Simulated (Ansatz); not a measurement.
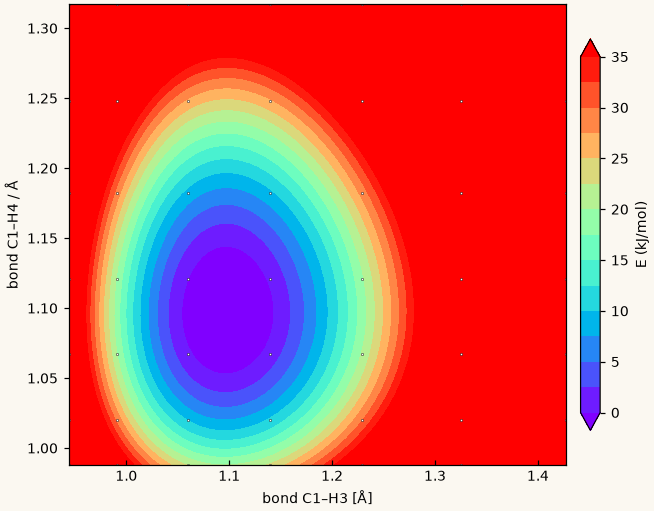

CH₂F, SMILES [CH2+]F, charge +1. Two internal coordinates are moved rigidly from the geometry relaxed at PBE0-D4/def2-TZVP, all others fixed. The first coordinate is: bond C1–H3; the second: bond C1–H4. Grid: 7 × 7 points. Points are written as (first, second). All energies are given in kJ/mol relative to the lowest grid point. Level of theory: RKS r2SCAN-D4/def2-TZVPP (Ansatz 0.2.0).

Drawn: filled contours, dots at the grid points, one colour for all values above the top of the scale. Between grid points the surface is interpolated.

### Estimate the position of the minimum and the force constants in these coordinates.

The interpolated minimum is at bond C1–H3 ≈ 1.097 Å, bond C1–H4 ≈ 1.097 Å. The curvatures there are about 33 eV/Å² and 33 eV/Å², with a cross term of about 0 eV/Å². Round the minimum the contours are nearly round: the two directions are equally stiff and uncoupled. (1 eV is 96.5 kJ/mol.)
